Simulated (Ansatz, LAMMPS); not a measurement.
# Glassy 79SiO2-7BaO-7CaO-7Na2O (mol %) (166 atoms): geometry optimisation, part 2 of 3

How does glassy 79SiO2-7BaO-7CaO-7Na2O (mol %) (166 atoms) relax, and what do bonds, charges and levels look like afterwards?

Ansatz 0.2.0; Kohn-Sham DFT, PBE, PAW (set soft_2), plane waves.

The cell: 46 Si, 4 Ba, 4 Ca, 8 Na and 104 O. The quench rate of 50 K/ps far exceeds what a furnace or splat quench reaches. The network of bonds at the start is that of the classical potential that made the cell. Only the Γ point is sampled, in a cell whose shortest periodic width is 13 Å. The levels lack spin–orbit coupling.

So far. Step 3 (Single point at the start): The r.m.s. force component of 1.3 eV/Å and the pressure of 5.9 GPa set the starting point.

### Step 4. Relaxation

The atoms are relaxed in the fixed cell, aiming at the force tolerance of the input.

File input.yaml:

```yaml
crystal:
  lattice:
    - [13.29459, 0.0, 0.0]
    - [0.0, 13.29459, 0.0]
    - [0.0, 0.0, 13.29459]
  atoms:
    [... the 166 atom lines of step 3 ...]
kpoints:
  mp_grid: { grid: [1, 1, 1] }
hamiltonian:
  xc: pbe
scf:
  occupations: { method: gaussian, width: 0.025 }
output:
  forces: true
relax:
  f_tol: 0.03
  max_steps: 121
```

The run is started by

```
$ ansatz run input.yaml --threads 4 --pin off --max-ram 8192MiB --backend cpu --events-out ev --progress --plain --runs-dir out
```

Numbers of over 12 decimals in the logs are rounded to 6 here.

Log:

```text
[...]
Crystal: 166 atoms, lattice volume = 2349.767 Å³
Basis set: ecut = 420 eV, 45961 PW (Γ), exchange–correlation on 180×180×180 points (8 copies of the dense FFT grid, shifted against one another)
Bands: 646, of which v1, the nominal top of the filled ones, is band 480 counted from 1 (479 counted from 0)
Symmetry: 1 space group operations
[...]
k-points: 1
[...]
SCF iter   1: F=—  HF=-131391.515565 eV  |F-HF|=—  |Δ(HF+E_count)|=         —  Δρ=2.09e-3  dr2=1.81e-1  ethr=1.77e-3  ⟨swp⟩=6.0  Hψ=3072  notcnv=0  defer=153
[...]
SCF iter   6: F=-131391.501472 eV  HF=-131391.501464 eV  |F-HF|=7.79e-6  |Δ(HF+E_count)|=   1.09e-5  Δρ=2.68e-5  dr2=1.62e-5  ethr=2.34e-9  ⟨swp⟩=3.0  Hψ=2392  notcnv=0
SCF 1 converged in 6 iterations: F = -131391.501472 eV  dr2 = 1.62e-5
[...]
relax step   1: F+E_penalty+E_count = -131391.50147207 eV  Δ(F+E_penalty+E_count) = +0.000e0 eV  max|allowed force component| = 3.795e0 eV/Å  Δτ_max = 0.0000 Å  (6 SCF iters, dr2 threshold 2.25e-5 eV, accepted)
[...]
relax step   2: F+E_penalty+E_count = -131397.97801980 eV  Δ(F+E_penalty+E_count) = -6.477e0 eV  max|allowed force component| = 2.503e0 eV/Å  Δτ_max = 0.1966 Å  (6 SCF iters, dr2 threshold 1.00e-4 eV, accepted)
[...]
relax step   3: F+E_penalty+E_count = -131402.94545852 eV  Δ(F+E_penalty+E_count) = -4.967e0 eV  max|allowed force component| = 1.152e0 eV/Å  Δτ_max = 0.1959 Å  (7 SCF iters, dr2 threshold 1.00e-4 eV, accepted)
relax step   4: F+E_penalty+E_count = -131403.96487918 eV  Δ(F+E_penalty+E_count) = -1.019e0 eV  max|allowed force component| = 7.280e-1 eV/Å  Δτ_max = 0.1949 Å  (6 SCF iters, dr2 threshold 1.00e-4 eV, accepted)
relax step   5: F+E_penalty+E_count = -131404.87021209 eV  Δ(F+E_penalty+E_count) = -9.053e-1 eV  max|allowed force component| = 7.278e-1 eV/Å  Δτ_max = 0.1256 Å  (7 SCF iters, dr2 threshold 1.00e-4 eV, accepted)
relax step   6: F+E_penalty+E_count = -131405.34397343 eV  Δ(F+E_penalty+E_count) = -4.738e-1 eV  max|allowed force component| = 6.384e-1 eV/Å  Δτ_max = 0.2000 Å  (7 SCF iters, dr2 threshold 1.00e-4 eV, accepted)
relax step   7: F+E_penalty+E_count = -131405.66049628 eV  Δ(F+E_penalty+E_count) = -3.165e-1 eV  max|allowed force component| = 6.100e-1 eV/Å  Δτ_max = 0.1955 Å  (6 SCF iters, dr2 threshold 1.00e-4 eV, accepted)
relax step   8: F+E_penalty+E_count = -131405.92554039 eV  Δ(F+E_penalty+E_count) = -2.650e-1 eV  max|allowed force component| = 7.469e-1 eV/Å  Δτ_max = 0.1953 Å  (6 SCF iters, dr2 threshold 1.00e-4 eV, accepted)
relax step   9: F+E_penalty+E_count = -131406.17857542 eV  Δ(F+E_penalty+E_count) = -2.530e-1 eV  max|allowed force component| = 6.435e-1 eV/Å  Δτ_max = 0.1953 Å  (6 SCF iters, dr2 threshold 1.00e-4 eV, accepted)
relax step  10: F+E_penalty+E_count = -131406.28720320 eV  Δ(F+E_penalty+E_count) = -1.086e-1 eV  max|allowed force component| = 5.026e-1 eV/Å  Δτ_max = 0.0941 Å  (6 SCF iters, dr2 threshold 1.00e-4 eV, accepted)
relax step  11: F+E_penalty+E_count = -131406.38130675 eV  Δ(F+E_penalty+E_count) = -9.410e-2 eV  max|allowed force component| = 4.224e-1 eV/Å  Δτ_max = 0.2000 Å  (6 SCF iters, dr2 threshold 1.00e-4 eV, accepted)
relax step  12: F+E_penalty+E_count = -131406.45533161 eV  Δ(F+E_penalty+E_count) = -7.402e-2 eV  max|allowed force component| = 1.443e-1 eV/Å  Δτ_max = 0.1153 Å  (5 SCF iters, dr2 threshold 1.00e-4 eV, accepted)
relax step  13: F+E_penalty+E_count = -131406.48209399 eV  Δ(F+E_penalty+E_count) = -2.676e-2 eV  max|allowed force component| = 1.089e-1 eV/Å  Δτ_max = 0.0354 Å  (7 SCF iters, dr2 threshold 2.43e-6 eV, accepted)
relax step  14: F+E_penalty+E_count = -131406.50605137 eV  Δ(F+E_penalty+E_count) = -2.396e-2 eV  max|allowed force component| = 1.008e-1 eV/Å  Δτ_max = 0.0625 Å  (7 SCF iters, dr2 threshold 1.38e-6 eV, accepted)
relax step  15: F+E_penalty+E_count = -131406.52033651 eV  Δ(F+E_penalty+E_count) = -1.429e-2 eV  max|allowed force component| = 1.035e-1 eV/Å  Δτ_max = 0.0795 Å  (7 SCF iters, dr2 threshold 5.78e-6 eV, accepted)
relax step  16: F+E_penalty+E_count = -131406.53224941 eV  Δ(F+E_penalty+E_count) = -1.191e-2 eV  max|allowed force component| = 7.237e-2 eV/Å  Δτ_max = 0.0340 Å  (6 SCF iters, dr2 threshold 9.19e-6 eV, accepted)
relax step  17: F+E_penalty+E_count = -131406.54430723 eV  Δ(F+E_penalty+E_count) = -1.206e-2 eV  max|allowed force component| = 7.421e-2 eV/Å  Δτ_max = 0.0387 Å  (7 SCF iters, dr2 threshold 2.56e-6 eV, accepted)
relax step  18: F+E_penalty+E_count = -131406.55321242 eV  Δ(F+E_penalty+E_count) = -8.905e-3 eV  max|allowed force component| = 7.550e-2 eV/Å  Δτ_max = 0.0570 Å  (7 SCF iters, dr2 threshold 2.69e-6 eV, accepted)
relax step  19: F+E_penalty+E_count = -131406.56091596 eV  Δ(F+E_penalty+E_count) = -7.704e-3 eV  max|allowed force component| = 5.401e-2 eV/Å  Δτ_max = 0.0673 Å  (6 SCF iters, dr2 threshold 5.70e-6 eV, accepted)
relax step  20: F+E_penalty+E_count = -131406.56601239 eV  Δ(F+E_penalty+E_count) = -5.096e-3 eV  max|allowed force component| = 5.101e-2 eV/Å  Δτ_max = 0.0427 Å  (7 SCF iters, dr2 threshold 1.49e-6 eV, accepted)
relax step  21: F+E_penalty+E_count = -131406.57015676 eV  Δ(F+E_penalty+E_count) = -4.144e-3 eV  max|allowed force component| = 4.917e-2 eV/Å  Δτ_max = 0.0217 Å  (6 SCF iters, dr2 threshold 1.33e-6 eV, accepted)
relax step  22: F+E_penalty+E_count = -131406.57283829 eV  Δ(F+E_penalty+E_count) = -2.682e-3 eV  max|allowed force component| = 5.269e-2 eV/Å  Δτ_max = 0.0249 Å  (6 SCF iters, dr2 threshold 2.16e-6 eV, accepted)
relax step  23: F+E_penalty+E_count = -131406.57494051 eV  Δ(F+E_penalty+E_count) = -2.102e-3 eV  max|allowed force component| = 5.090e-2 eV/Å  Δτ_max = 0.0169 Å  (6 SCF iters, dr2 threshold 2.58e-6 eV, accepted)
relax step  24: F+E_penalty+E_count = -131406.55864541 eV  Δ(F+E_penalty+E_count) = +1.630e-2 eV  max|allowed force component| = 2.848e-1 eV/Å  Δτ_max = 0.0517 Å  (7 SCF iters, dr2 threshold 2.42e-6 eV, rejected (line search))
[...]
relax step  25: F+E_penalty+E_count = -131406.57764865 eV  Δ(F+E_penalty+E_count) = -2.708e-3 eV  max|allowed force component| = 2.547e-2 eV/Å  Δτ_max = 0.0133 Å  (9 SCF iters, accepted)
SCF converged after 9 iterations
Free energy (F): -131406.577649 eV
[...]
Internal energy: -131406.577649 eV  (E = F + TS)
E sigma→0 (E₀):  -131406.577649 eV
Fermi energy:    5.707877 eV
[...]
--- Forces (eV/Å), atoms counted from 1 ---
  atom   1  Si    -0.00644386     0.01216474     0.00821110
  atom   2  Si     0.00338430     0.00485268     0.00430354
  atom   3  Si     0.00019959     0.00195732     0.00412647
  atom   4  Si    -0.00457168     0.00690186    -0.00399742
  atom   5  Si    -0.00238686    -0.00577823    -0.00040591
  atom   6  Si    -0.01200933     0.00095642     0.00941979
  atom   7  Si    -0.00209184     0.00285567    -0.00026702
  atom   8  Si    -0.00181185    -0.01294193     0.00244384
  atom   9  Si    -0.00021010     0.00098702    -0.00219696
  atom  10  Si     0.00614678     0.01126647     0.01526933
  atom  11  Si    -0.00188015    -0.00884593    -0.00151655
  atom  12  Si    -0.00553200     0.01014836     0.00048774
  atom  13  Si     0.00479199    -0.00121517     0.00156814
  atom  14  Si    -0.01078658     0.00802332    -0.00450167
[...]
atom 165  O     -0.00267439     0.00318116    -0.00355891
  atom 166  O     -0.00355184    -0.01001735    -0.00098105
  max |Σ_I F_I| component: 1.04e-4 eV/Å
--- Relaxed structure (25 steps of the walk, 24 accepted, 0 SCFs on fresh bases) ---
  F+E_penalty+E_count = -131406.57764865 eV   max|allowed force component| = 2.547e-2 eV/Å
  atoms:
    - { symbol: Si, position: [0.415576, 0.442379, 0.567470] }
    - { symbol: Si, position: [0.412049, 0.647145, 0.017126] }
    - { symbol: Si, position: [0.179725, 0.697667, 0.643352] }
    - { symbol: Si, position: [0.390109, 0.335100, 0.075296] }
[...]
- { symbol: O, position: [0.520020, 0.926330, 0.120756] }
```

Elapsed: 12 min, on 4 threads of Arm Neoverse V2, shared host; peak memory 3.8 GiB; 49 min of CPU time.

Step by step (22 of 25):

| step | energy less that of the first step (eV) | largest force component (eV/Å) |
| --- | --- | --- |
| 1 | 0.0000 | 3.7950 |
| 2 | -6.4765 | 2.5033 |
| 3 | -11.4440 | 1.1516 |
| 4 | -12.4634 | 0.7280 |
| 6 | -13.8425 | 0.6384 |
| 7 | -14.1590 | 0.6100 |
| 8 | -14.4241 | 0.7469 |
| 9 | -14.6771 | 0.6435 |
| 10 | -14.7857 | 0.5026 |
| 11 | -14.8798 | 0.4224 |
| 12 | -14.9539 | 0.1443 |
| 14 | -15.0046 | 0.1008 |
| 15 | -15.0189 | 0.1035 |
| 16 | -15.0308 | 0.0724 |
| 17 | -15.0428 | 0.0742 |
| 18 | -15.0517 | 0.0755 |
| 19 | -15.0594 | 0.0540 |
| 20 | -15.0645 | 0.0510 |
| 22 | -15.0714 | 0.0527 |
| 23 | -15.0735 | 0.0509 |
| 24 | -15.0572 | 0.2848 |
| 25 | -15.0762 | 0.0255 |

Relaxation step 24 was tried and not accepted.

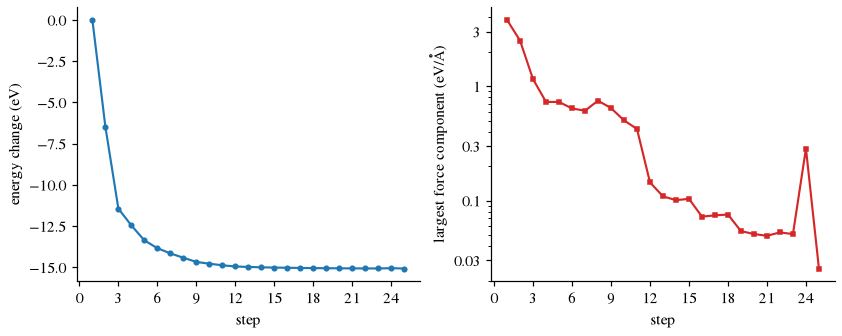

Energy and largest force along the relaxation.

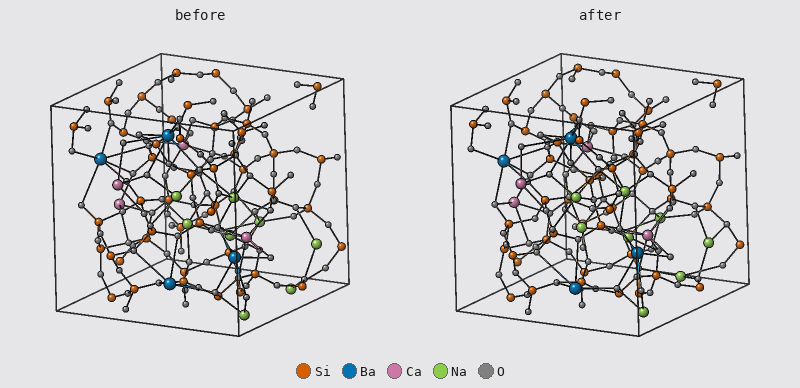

The structure before and after the relaxation, drawn at the same scale. Bonds to atoms that aren't drawn are left out.

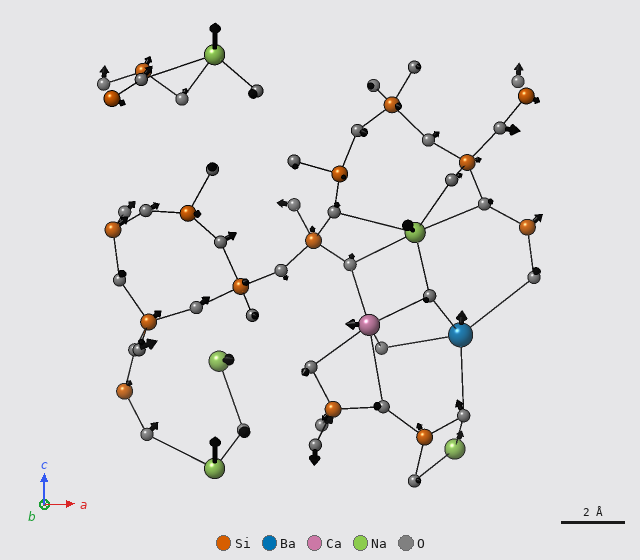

Displacements in the relaxation, exaggerated; the longest in the cell stands for 1.04 Å. Drawn is a slice 4 Å thick, seen along the normal of the ac plane. Bonds to atoms that aren't drawn are left out.

The atoms that moved most (Å):

| atom | dx | dy | dz | length |
| --- | --- | --- | --- | --- |
| Na60 | -0.039 | -0.754 | 0.722 | 1.045 |
| O81 | -0.858 | 0.460 | -0.112 | 0.980 |
| O107 | -0.163 | 0.799 | -0.400 | 0.908 |
| Na56 | -0.241 | -0.773 | 0.248 | 0.847 |
| Si34 | -0.467 | 0.453 | -0.196 | 0.680 |
| O116 | 0.135 | 0.611 | 0.259 | 0.677 |
| O137 | -0.264 | 0.434 | -0.267 | 0.574 |
| O104 | -0.516 | -0.093 | -0.229 | 0.572 |

The relaxation changed the energy by -90.8 meV/atom, and atoms moved by 0.32 Å r.m.s., 1.0 Å at most.

### Step 5. Distances and neighbours after relaxation

Bonds before and after, by the cutoffs listed below:

| pair | bonds before | bonds after | mean before (Å) | mean after (Å) | spread before (Å) | spread after (Å) |
| --- | --- | --- | --- | --- | --- | --- |
| O-Si | 184 | 185 | 1.615 | 1.640 | 0.052 | 0.035 |
| O-Na | 37 | 39 | 2.474 | 2.452 | 0.199 | 0.169 |
| O-Ba | 29 | 22 | 2.940 | 2.778 | 0.168 | 0.179 |

Density 2.72 g/cm³, 14.16 Å³ an atom.

g(r), total and by pair (bins of 0.2 Å):

| r (Å) | total | O-O | O-Si | O-Na | O-Ba | O-Ca | Si-Si |
| --- | --- | --- | --- | --- | --- | --- | --- |
| 1.50 | 0.49 | 0.00 | 1.42 | 0.00 | 0.00 | 0.00 | 0.00 |
| 1.70 | 4.16 | 0.00 | 12.01 | 0.00 | 0.00 | 0.00 | 0.00 |
| 1.90 | 0.02 | 0.00 | 0.06 | 0.00 | 0.00 | 0.00 | 0.00 |
| 2.10 | 0.06 | 0.00 | 0.00 | 0.47 | 0.00 | 0.97 | 0.00 |
| 2.30 | 0.30 | 0.00 | 0.00 | 3.18 | 0.00 | 3.42 | 0.00 |
| 2.50 | 0.83 | 1.38 | 0.00 | 2.50 | 1.42 | 2.91 | 0.00 |
| 2.70 | 2.17 | 5.08 | 0.00 | 1.11 | 2.74 | 0.90 | 0.00 |
| 2.90 | 0.54 | 0.69 | 0.05 | 0.53 | 1.37 | 0.53 | 1.25 |
| 3.10 | 0.99 | 0.72 | 0.30 | 0.93 | 0.96 | 0.24 | 5.39 |
| 3.30 | 0.76 | 0.63 | 0.66 | 0.74 | 0.80 | 0.84 | 0.84 |
| 3.50 | 0.80 | 0.53 | 1.01 | 1.10 | 1.10 | 0.54 | 0.00 |
| 3.70 | 0.94 | 0.53 | 1.48 | 0.57 | 1.16 | 0.51 | 0.19 |
| 3.90 | 1.06 | 0.94 | 1.44 | 0.96 | 0.74 | 1.05 | 0.23 |
| 4.10 | 1.17 | 0.73 | 1.98 | 0.87 | 0.94 | 0.66 | 0.42 |
| 4.30 | 1.23 | 0.85 | 1.64 | 1.39 | 0.98 | 1.10 | 1.19 |
| 4.50 | 0.87 | 0.85 | 0.77 | 0.67 | 1.00 | 0.90 | 1.39 |
| 4.70 | 1.04 | 1.12 | 0.76 | 1.73 | 1.02 | 1.92 | 1.16 |
| 4.90 | 1.15 | 1.55 | 0.73 | 1.36 | 0.94 | 1.60 | 1.07 |
| 5.10 | 1.15 | 1.53 | 0.79 | 1.21 | 1.11 | 1.04 | 1.19 |
| 5.30 | 1.02 | 1.29 | 0.75 | 0.64 | 1.29 | 0.80 | 1.46 |
| 5.50 | 0.85 | 0.79 | 0.87 | 0.85 | 0.82 | 0.60 | 1.26 |
| 5.70 | 0.86 | 0.70 | 1.02 | 0.52 | 1.03 | 0.56 | 1.18 |
| 5.90 | 0.96 | 0.85 | 1.09 | 0.85 | 1.24 | 0.90 | 0.89 |
| 6.10 | 0.98 | 0.89 | 1.13 | 0.79 | 0.96 | 1.03 | 0.59 |
| 6.30 | 1.00 | 0.87 | 1.19 | 0.96 | 0.80 | 1.18 | 0.65 |
| 6.50 | 1.04 | 0.93 | 1.22 | 1.15 | 0.69 | 0.84 | 0.77 |

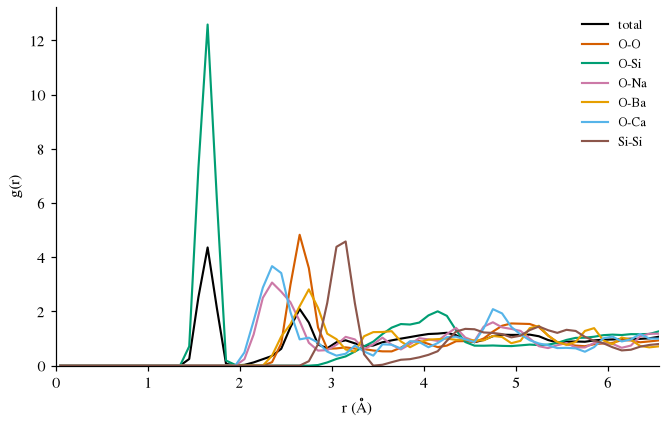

Pair distribution functions, lightly smoothed.

Bonds by pair of elements; cutoffs follow the first minimum of g(r), held within bounds set by covalent radii, and pairs that aren't listed don't count as bonded:

| pair A-B | cutoff (Å) | bonds | mean length (Å) | spread (Å) | shortest (Å) | B about A | A about B |
| --- | --- | --- | --- | --- | --- | --- | --- |
| O-Si | 2.12 | 185 | 1.64 | 0.035 | 1.56 | 1.78 | 4.02 |
| O-Na | 2.88 | 39 | 2.45 | 0.169 | 2.18 | 0.375 | 4.88 |
| O-Ba | 3.29 | 22 | 2.78 | 0.179 | 2.45 | 0.212 | 5.5 |
| O-Ca | 2.83 | 21 | 2.42 | 0.178 | 2.15 | 0.202 | 5.25 |

The cutoff for O-Ca falls short of the minimum of g(r), so counts run low and odd coordinations can be artefacts.

How many atoms have how many bonded neighbours:

| element | mean | 2 | 3 | 4 | 5 | 6 |
| --- | --- | --- | --- | --- | --- | --- |
| Ba | 5.5 | 0 | 0 | 0 | 2 | 2 |
| Ca | 5.25 | 0 | 0 | 1 | 1 | 2 |
| Na | 4.88 | 0 | 0 | 2 | 5 | 1 |
| O | 2.57 | 55 | 39 | 10 | 0 | 0 |
| Si | 4.02 | 0 | 0 | 45 | 1 | 0 |

Bond angles, per cent of each kind in bins of 5°:

| angle (°) | O-Si-O | Si-O-Si | O-Na-O | Na-O-Si | O-Ba-O |
| --- | --- | --- | --- | --- | --- |
| 50–55 | 0.0 | 0.0 | 0.0 | 0.0 | 6.0 |
| 55–60 | 0.0 | 0.0 | 3.9 | 0.0 | 0.0 |
| 60–65 | 0.0 | 0.0 | 9.1 | 0.0 | 4.0 |
| 65–70 | 0.0 | 0.0 | 5.2 | 0.0 | 6.0 |
| 70–75 | 0.0 | 0.0 | 5.2 | 0.0 | 8.0 |
| 75–80 | 0.0 | 0.0 | 5.2 | 1.6 | 2.0 |
| 80–85 | 0.0 | 0.0 | 3.9 | 4.8 | 10.0 |
| 85–90 | 1.1 | 0.0 | 6.5 | 9.7 | 10.0 |
| 90–95 | 1.1 | 0.0 | 6.5 | 11.3 | 6.0 |
| 95–100 | 2.5 | 0.0 | 1.3 | 16.1 | 8.0 |
| 100–105 | 10.7 | 0.0 | 5.2 | 8.1 | 4.0 |
| 105–110 | 43.2 | 0.0 | 6.5 | 9.7 | 4.0 |
| 110–115 | 27.1 | 0.0 | 5.2 | 12.9 | 2.0 |
| 115–120 | 11.1 | 1.2 | 13.0 | 6.5 | 2.0 |
| 120–125 | 2.1 | 6.2 | 3.9 | 6.5 | 0.0 |
| 125–130 | 0.7 | 9.9 | 1.3 | 0.0 | 2.0 |
| 130–135 | 0.0 | 12.3 | 3.9 | 1.6 | 6.0 |
| 135–140 | 0.0 | 12.3 | 2.6 | 4.8 | 4.0 |
| 140–145 | 0.0 | 18.5 | 3.9 | 1.6 | 2.0 |
| 145–150 | 0.0 | 13.6 | 0.0 | 1.6 | 6.0 |
| 150–155 | 0.0 | 11.1 | 2.6 | 1.6 | 0.0 |
| 155–160 | 0.0 | 11.1 | 1.3 | 0.0 | 2.0 |
| 160–165 | 0.0 | 0.0 | 1.3 | 0.0 | 2.0 |
| 165–170 | 0.0 | 1.2 | 0.0 | 0.0 | 2.0 |
| 170–175 | 0.0 | 2.5 | 1.3 | 0.0 | 2.0 |
| 175–180 | 0.4 | 0.0 | 1.3 | 1.6 | 0.0 |

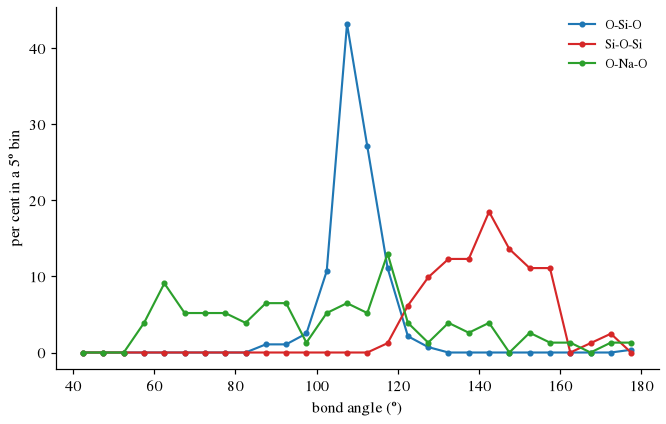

Distributions of the most common bond angles.

Bond angles (no mean is given where the spread exceeds 20°):

| angle | count | mean (°) | spread (°) |
| --- | --- | --- | --- |
| O-Si-O | 280 | 109 | 7.1 |
| Si-O-Si | 81 | 142 | 11.6 |
| O-Na-O | 77 | - | - |
| Na-O-Si | 62 | 107 | 18.9 |
| O-Ba-O | 50 | - | - |

Oxygen atoms by the number of network formers (Si, P, Ge, B, Al, As, Ga) bound to them:

| network formers bound to O | O atoms | per cent |
| --- | --- | --- |
| 0 | 0 | 0 |
| 1 | 23 | 22.1 |
| 2 | 81 | 77.9 |

Network units: each former by its oxygen neighbours and how many of them bridge to another former:

| former | O neighbours | bridging O | atoms |
| --- | --- | --- | --- |
| Si | 4 | 2 | 1 |
| Si | 4 | 3 | 21 |
| Si | 4 | 4 | 23 |
| Si | 5 | 5 | 1 |

Bond length by coordination (bonds to H left out):

| element | coordination | atoms | mean bond length (Å) |
| --- | --- | --- | --- |
| Ba | 5 | 2 | 2.77 |
| Ba | 6 | 2 | 2.79 |
| Ca | 4 | 1 | 2.31 |
| Ca | 5 | 1 | 2.36 |
| Ca | 6 | 2 | 2.49 |
| Na | 4 | 2 | 2.41 |
| Na | 5 | 5 | 2.46 |
| Na | 6 | 1 | 2.48 |
| O | 2 | 55 | 1.66 |
| O | 3 | 39 | 2.04 |
| O | 4 | 10 | 2.25 |
| Si | 4 | 45 | 1.64 |
| Si | 5 | 1 | 1.73 |

Rings of the network by King's shortest-path rule, up to 12 atoms, one path for each pair of neighbours; H, halogens, alkali and alkaline-earth atoms are left out, and the last column divides by all other atoms, bonded or not:

| ring size (atoms) | rings | per network atom |
| --- | --- | --- |
| 8 | 7 | 0.047 |
| 10 | 13 | 0.087 |
| 12 | 9 | 0.06 |

First main peaks of g(r), for some of the pairs, lie near 2.7 Å (O-O), 1.6 Å (O-Si), 2.3 Å (O-Na), 2.8 Å (O-Ba), 2.3 Å (O-Ca) and 3.1 Å (Si-Si). The O-Si-O angle averages 109° with a spread of 7°. 78 % of the oxygens bridge two formers (Si) and 22 % are non-bridging. The commonest Si unit has 4 oxygens, 4 of them shared with other formers (23 of 46 atoms). Rings of 10 atoms are the most common (45 % of those counted); sizes run from 8 to 12, where the search stops.

(Part 2 of 3 ends here.)

[Logs are printed without paths, hosts, clocks, repeated set-up lines and the standing remarks that a program may print on its own settings, such as how far it seeks lower states.]

[Hosts, paths, dates, database ids (printed as entryN), source tags and the programs' standing remarks are cut or masked in the printed files.]
